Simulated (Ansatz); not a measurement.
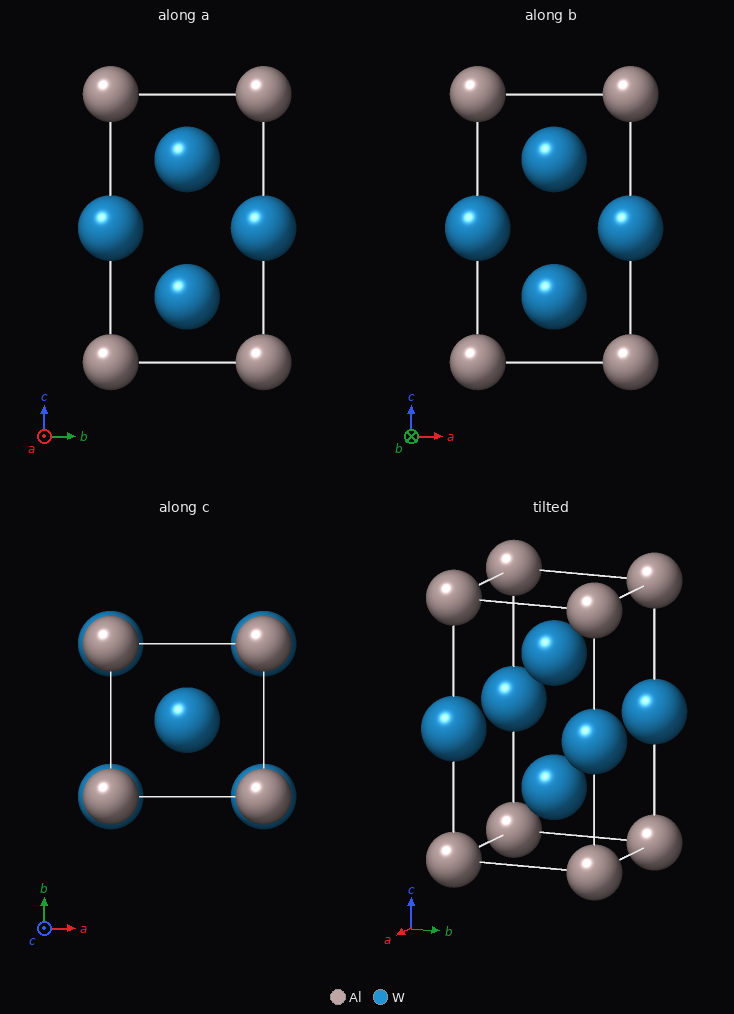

Structure drawing (spheres-only), viewed along the a axis, along the b axis, along the c axis and slightly off an axis. The conventional unit cell is drawn as a box.

Lattice parameters: a = 3.304 Å, b = 3.304 Å, c = 5.797 Å, α = 90.00°, β = 90.00°, γ = 90.00°.

> Give the structure in the form of a table of Wyckoff sites, with free fractional coordinates to two decimals.

Space group P4/mmm (No. 123).
```tsv
atom	site	x	y	z
Al	1a	0.00	0.00	0.00
W	2h	0.50	0.50	0.76
W	1b	0.00	0.00	0.50
```

Source of the structure: a structure type filled with these elements by a generator (whether the compound takes this form wasn't checked). Relaxation method: DFT PBE, scalar-relativistic, plane waves, PAW (Ansatz).
